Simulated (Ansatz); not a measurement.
**BH3S (SMILES BS): SVWN5/STO-3G**

What is the vertical ionisation energy of BH3S at SVWN5/STO-3G? 

The calculation is run with Ansatz 0.2.0.

54 further runs of the same task are left out: 2 that didn't finish, 52 set aside as unsound or not needed.

## (1) The structure to begin with

The species is BH3S (5 atoms), meant as a singlet with charge 0. SMILES: `BS`. Geometry: relaxed at PBE0-D4/def2-TZVP.

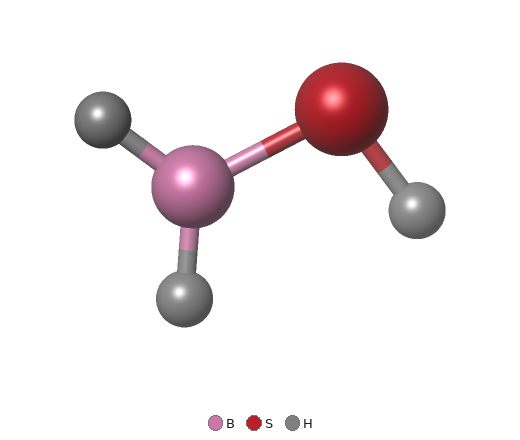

The structure, seen from a chosen angle (boron pink, sulfur red, hydrogen grey).

## (2) The energy at SVWN5/STO-3G

input.yaml reads:

```yaml
crystal:
  periodic: [false, false, false]
  atoms:
    - {symbol: B, position_ang: [-0.392100, -0.421000, 0.088100]}
    - {symbol: S, position_ang: [0.161700, 1.236900, -0.154300]}
    - {symbol: H, position_ang: [-1.562900, -0.556400, 0.264200]}
    - {symbol: H, position_ang: [0.367100, -1.337600, 0.074200]}
    - {symbol: H, position_ang: [1.476100, 1.004400, -0.313600]}
basis:
  gaussian:
    orbitals: STO-3G
hamiltonian:
  xc: {name: SVWN5}
accuracy: high
```

Started as:

```console
ansatz run input.yaml --threads 1 --pin off --max-ram 2610MiB --events-out events.jsonl --progress --plain --runs-dir runs
```

The program printed:

```text
Warning: RAYON_NUM_THREADS=1 ignored (pool sized by the plan → 1); use --threads N
Functional definition: SVWN5
  name "SVWN5"
  exchange = slater_x
  correlation = vwn5_c
287 factors; integrals over basis functions are off by at most 2.4e-8 eV
mean field evaluation 1: about -11385.0154 eV, gradient 1.1e1 eV
mean field evaluation 2: about -11384.5162 eV, gradient 1.4e1 eV
mean field evaluation 4: about -11385.4954 eV, gradient 4.7e-1 eV
mean field evaluation 8: about -11385.4393 eV, gradient 1.4e-2 eV
mean field evaluation 16: about -11385.4393 eV, gradient 3.6e-8 eV
mean field -11385.43927022 eV, -418.4071758526 hartree, gradient 3.6e-8 eV, S^2 0.000000; 0 other end points of the search recorded, 0 dependent functions left out
reference -11385.43927186 eV, -418.4071759131 hartree; 12, 12 occupied and 5, 5 virtual orbitals, 287 factors
Total energy: -11385.43927186 eV, -418.4071759131 hartree
```

Wall time 0.6 s (1 thread of Arm Neoverse V1, shared host).

## (3) The doublet cation, same level

input.yaml: that of step 2 with these lines changed.

```diff
@@ -11,4 +11,8 @@
     orbitals: STO-3G
+total_charge: 1
+accuracy: high
 hamiltonian:
   xc: {name: SVWN5}
-accuracy: high
+magnetization:
+  spin_polarized: true
+  initial_magnetization: 1
```

Started as:

```console
ansatz run input.yaml --threads 1 --pin off --max-ram 2610MiB --events-out events.jsonl --progress --plain --runs-dir runs
```

The program printed:

```text
Warning: RAYON_NUM_THREADS=1 ignored (pool sized by the plan → 1); use --threads N
Functional definition: SVWN5
  name "SVWN5"
  exchange = slater_x
  correlation = vwn5_c
287 factors; integrals over basis functions are off by at most 2.4e-8 eV
mean field evaluation 1: about -11375.5660 eV, gradient 7.7e0 eV
mean field evaluation 2: about -11369.7388 eV, gradient 2.2e1 eV
mean field evaluation 4: about -11376.1301 eV, gradient 1.8e0 eV
mean field evaluation 8: about -11376.1301 eV, gradient 1.8e0 eV
mean field evaluation 16: about -11376.1334 eV, gradient 1.2e-6 eV
mean field evaluation 32: about -11375.9872 eV, gradient 1.3e0 eV
mean field -11376.13339571 eV, -418.0651912722 hartree, gradient 7.6e-8 eV, S^2 0.751451; 4 other end points of the search recorded, 0 dependent functions left out
reference -11376.13339742 eV, -418.0651913351 hartree; 12, 11 occupied and 5, 6 virtual orbitals, 287 factors
Total energy: -11376.13339742 eV, -418.0651913351 hartree
```

It took 1.7 s on 1 thread of Arm Neoverse V1, shared host; peak memory 0.1 GiB.

## (4) Summary of results

At SVWN5/STO-3G:

| quantity | value |
| --- | --- |
| singlet BH3S: total energy | -418.40718 Eh |
| doublet cation: total energy | -418.06519 Eh |
| doublet cation: ⟨S²⟩ | 0.751 |
| vertical ionisation energy (to the doublet cation) | 9.306 eV |

**Reading.** The vertical ionisation energy comes to 9.31 eV (215 kcal/mol). In a minimal basis such a difference can be off by several eV, whatever the method.
